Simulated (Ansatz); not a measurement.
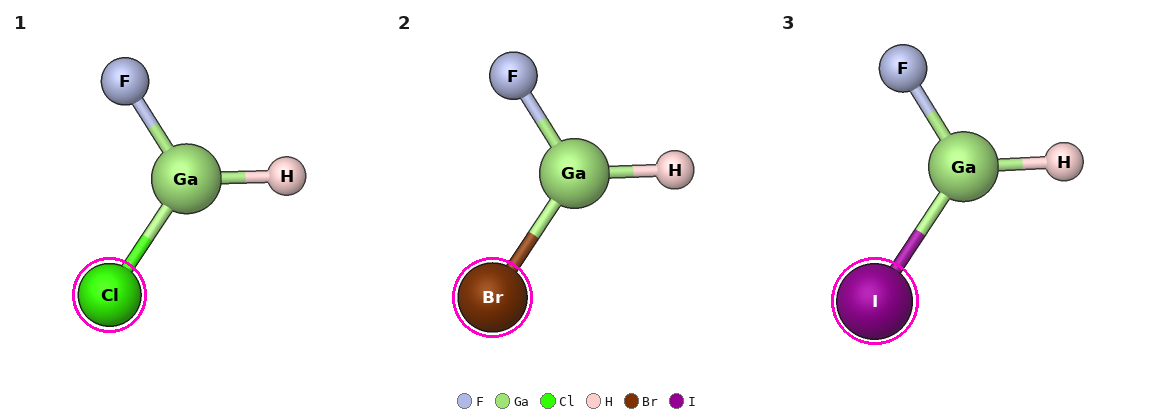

3 molecules with one skeleton, seen from the same side and at one scale; the atom that differs is circled. Charge 0, singlet. Computed geometries: PBE0-D4/def2-TZVP optimisations, one conformation each. Properties computed with Ansatz 0.2.0. Elements past Kr carry core potentials.

One atom differs, called X below: Cl in panel 1, Br in panel 2, I in panel 3. Their formulas are ClFGaH (`[F][GaH][Cl]`), BrFGaH (`[F][GaH][Br]`), FGaHI (`[F][GaH][I]`).

Rank them by the HOMO–LUMO gap, lowest first (ωB97M-V/def2-TZVPP).

3 (I), 2 (Br), 1 (Cl).

Rank them by the harmonic X–Ga stretching wavenumber, lowest first (PBE0-D4/def2-TZVP).

3 (I), 2 (Br), 1 (Cl).

Give the values. With PBE0-D4/def2-TZVP: length of X–Ga (Å), angle X–Ga–H (°), harmonic X–Ga stretching wavenumber (cm⁻¹). With ωB97M-V/def2-TZVPP: dipole moment (D), HOMO energy (Kohn–Sham orbital) (eV), HOMO–LUMO gap (eV).

```csv
quantity,1 (Cl),2 (Br),3 (I)
length of X–Ga (Å),2.122,2.265,2.462
angle X–Ga–H (°),125.8,126.2,127.0
dipole moment (D),2.12,2.03,1.89
HOMO energy (Kohn–Sham orbital) (eV),−11.63,−11.00,−10.16
HOMO–LUMO gap (eV),11.81,11.10,10.16
harmonic X–Ga stretching wavenumber (cm⁻¹),436,319,263
```
